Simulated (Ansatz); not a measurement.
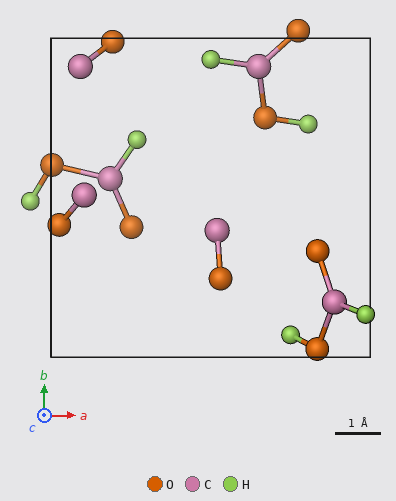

Starting frame of a dynamics run of a periodic cell with 3 HCOOH + 3 CO at 1.016 g/cm³. Style: ball-and-stick. Shown: the simulation cell, along the c axis.

Computed with DFT PBEsol, scalar-relativistic, plane waves, PAW (Ansatz).

Input file:
```yaml
crystal:
  lattice:
    - [7.133492, 0.0, 0.0]
    - [0.0, 7.133492, 0.0]
    - [0.0, 0.0, 7.133492]
  atoms:
    - { symbol: O, position: [0.82999459, 0.02213642, 0.76810593] }
    - { symbol: C, position: [0.88360236, 0.16897451, 0.86762003] }
    - { symbol: O, position: [0.83120151, 0.32892248, 0.83577659] }
    - { symbol: H, position: [0.74639996, 0.06629946, 0.66726919] }
    - { symbol: H, position: [0.9815467, 0.13026269, 0.98096886] }
    - { symbol: O, position: [0.66673291, 0.74701536, 0.12783719] }
    - { symbol: C, position: [0.6464508, 0.90726126, 0.21877197] }
    - { symbol: O, position: [0.77045724, 1.01893486, 0.25586121] }
    - { symbol: H, position: [0.80177671, 0.72658803, 0.0944273] }
    - { symbol: H, position: [0.49676089, 0.92908572, 0.25763884] }
    - { symbol: O, position: [-0.00046965, 0.59850527, 0.00267075] }
    - { symbol: C, position: [0.1816022, 0.55554924, 0.01564072] }
    - { symbol: O, position: [0.24812295, 0.40381484, -0.02170615] }
    - { symbol: H, position: [-0.06860294, 0.48504644, -0.05776978] }
    - { symbol: H, position: [0.26552548, 0.67783334, 0.06348106] }
    - { symbol: O, position: [0.02218047, 0.41075492, 0.43556979] }
    - { symbol: C, position: [0.10015493, 0.50411481, 0.53881615] }
    - { symbol: O, position: [1.18925547, 0.98435009, 0.29044263] }
    - { symbol: C, position: [1.08793926, 0.90686283, 0.38735758] }
    - { symbol: O, position: [0.52710164, 0.24267518, 0.53077483] }
    - { symbol: C, position: [0.51647092, 0.39333185, 0.48052822] }
basis:
  ecutwfc: 420.0
kpoints:
  mp_grid: { grid: [1, 1, 1] }
hamiltonian:
  xc: pbesol
scf:
  occupations: { method: fermi_dirac, width: 0.02 }
  lower_state_search: "off"
md:
  timestep: 0.5
  n_steps: 300
  ensemble: nvt_langevin
  temperature: 1500.0
  initial_velocities: maxwell_boltzmann
  seed: 886957
  friction: 0.02
```

Run as
```bash
ansatz run input.yaml --threads 1 --pin off --max-ram 3072MiB --backend cpu --events-out ev --progress --plain --runs-dir out
```

> What does the trajectory do?

The mean temperature in the second half is 1350 K (standard deviation 149 K). The potential energy in the second half lies on average 103 meV per atom above the first frame. Root-mean-square distances from the starting positions over the second half, with the common drift of all atoms taken out: H 1.27 Å, O 0.81 Å, C 0.73 Å. The heavy atoms stay within a fraction of a molecule's size of their starting places; so short a run doesn't tell a liquid from a solid.

Along the run (each row but the first and the last is the mean over the interval that it begins):

```
time (fs)  potential energy (meV/atom)  T (K)
      0.0                          0.0   1429
     15.0                         75.5   1093
     30.0                         97.8   1127
     45.0                        104.5   1112
     60.0                        110.0   1243
     75.0                        108.6   1430
     90.0                        110.7   1428
    105.0                        104.0   1293
    120.0                         94.1   1203
    135.0                         98.1   1397
    150.0                        100.1   1390
```

The paths of the atoms:

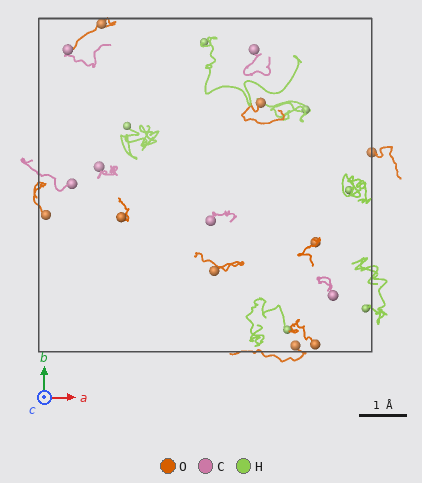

Limits of the set-up: the periodic images lie only 7.1 Å apart, so the values are limited by the cell's size.
